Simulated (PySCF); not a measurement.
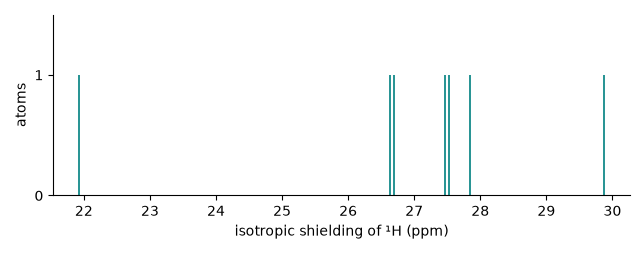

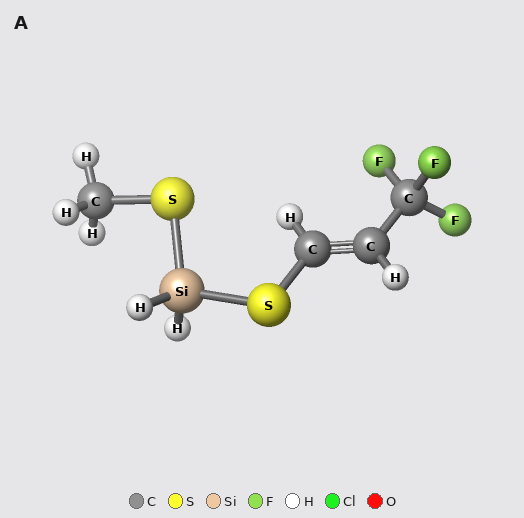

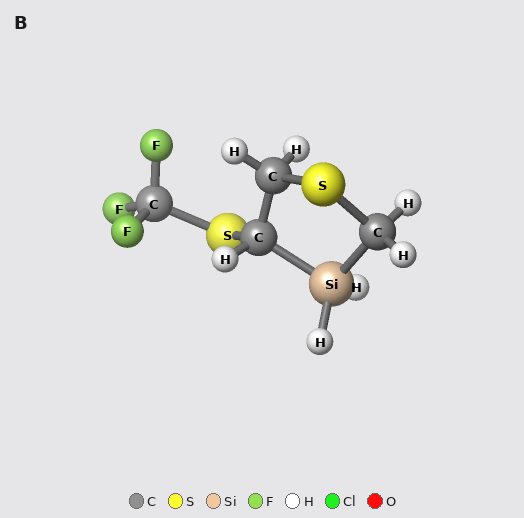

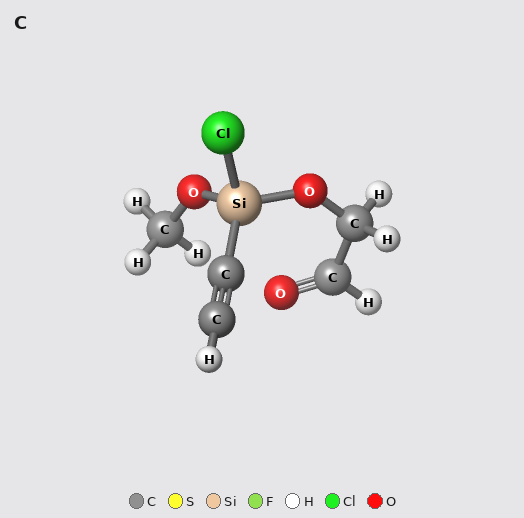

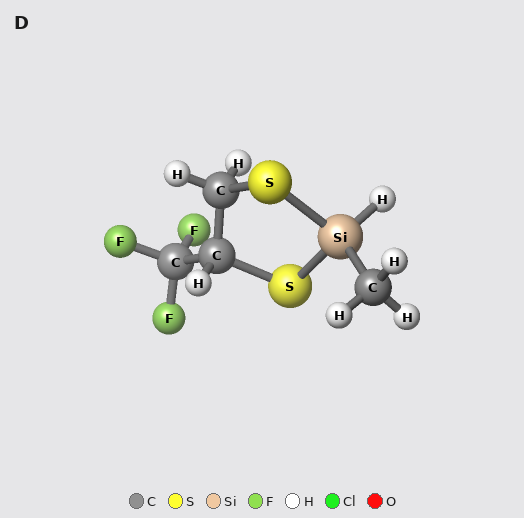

The sticks are computed shieldings of one of the molecules, for one fixed geometry (GFN2-xTB) without averaging over rotations. Low shielding means a high chemical shift. Method: GIAO PBE0/pcSseg-1 NMR shielding, non-relativistic, gas phase (PySCF 2.14.0).

Which molecule gives this pattern?

Answer. C, `C#C[Si@](Cl)(OC)OCC=O`. Its 7 H atoms give lines at 21.93, 26.63, 26.69, 27.46, 27.52, 27.84, 29.87 ppm.

The geometry is semi-empirical. Around Si such bond lengths and angles can be off by a tenth of an ångström or more and by several degrees, and values that hang on the shape move with them.
